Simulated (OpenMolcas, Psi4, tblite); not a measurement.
# How methods differ on GaBH3ClO (SMILES O[B](Cl)[GaH2])

GaBH3ClO has 7 atoms, charge 0, and is taken as a singlet. As SMILES, `O[B](Cl)[GaH2]`. The shape is that of a PBE0-D4/def2-TZVP optimisation. This is one conformer, not always the lowest.

Quantity: the vertical ionisation energy (to the doublet cation), in eV. The values are calculated.

```
                              level                   kind     program  value (eV)
                           GFN2-xTB         semi-empirical      tblite       13.30
    HF/6-31G* (spherical functions)           Hartree–Fock  OpenMolcas        9.37
 SVWN5/6-31G* (spherical functions)                    LDA  OpenMolcas        9.59
   PBE/6-31G* (spherical functions)                    GGA  OpenMolcas        9.45
revPBE/6-31G* (spherical functions)                    GGA  OpenMolcas        9.40
r2SCAN/6-31G* (spherical functions)               meta-GGA  OpenMolcas        9.62
 BHLYP/6-31G* (spherical functions)          global hybrid  OpenMolcas        9.88
   MP2/6-31G* (spherical functions)    perturbation theory        Psi4        9.67
  CCSD/6-31G* (spherical functions)  coupled cluster or CI        Psi4        9.64
```

All-electron rows without a relativistic Hamiltonian named are non-relativistic. The values span 9.37 to 13.30 eV. The xTB values lack the empirical shift that such differences need. In the correlated wave-function rows the outer d shell of Ga is correlated, in sets not made for it.

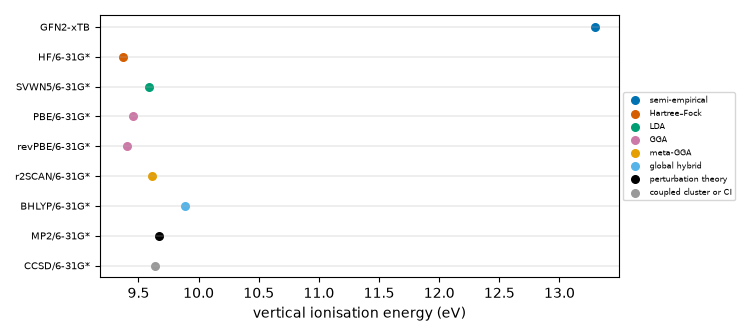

The values of the table, level by level.
